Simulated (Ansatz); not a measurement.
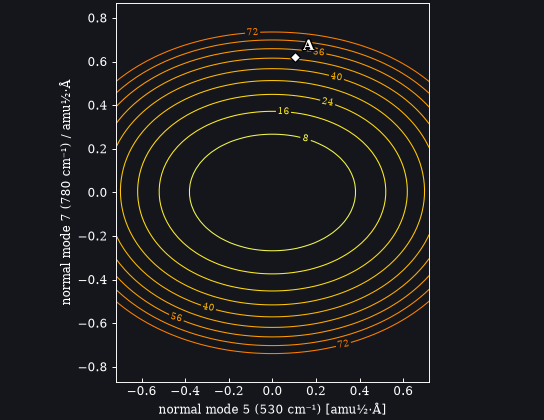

ClGeH5N, SMILES [NH3+][GeH2][Cl], charge +1. 
- Coordinates scanned: (1) normal mode 5 (530 cm⁻¹); (2) normal mode 7 (780 cm⁻¹).
- Nothing is relaxed (straight displacements along the two mass-weighted modes).
- The grid has 15 × 15 points.
- Points are written as (first, second).
- Energies: kJ/mol, counted from the lowest grid point.
- Method: Ansatz 0.2.0, RHF/def2-TZVP.

Drawn: contour lines labelled in kJ/mol (none above 72), the point A. Between grid points the surface is interpolated.

Is A at rest? If not, where is it pushed?

Answer. A, at (0.103 amu½·Å, 0.621 amu½·Å), is not a stationary point. The computed force is 15 kJ/mol for each amu½·Å towards smaller values of normal mode 5 (530 cm⁻¹) and 178 kJ/mol for each amu½·Å towards smaller values of normal mode 7 (780 cm⁻¹).
